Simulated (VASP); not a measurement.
Band structure of BP (space group F-43m). Calculation: LDA (Ceperley-Alder, Perdew-Zunger), VASP's LDA PAW potentials (set 64) (plane waves; VASP 6.6.1).

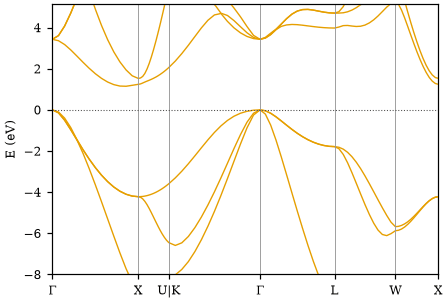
Figure. Bands along high-symmetry lines, zero at the valence-band maximum or, without a gap, the Fermi level

**Question.** Read the plot: is there a gap, and where are the band edges?

**Answer.** The gap is indirect, 1.15 eV, from the valence maximum at Γ to the conduction minimum at Γ-X at 0.86. (Edges off the drawn lines would not show.)

The structure comes from a computed database's BP entry (F-43m); how it stands against other phases isn't given here. It was relaxed first.
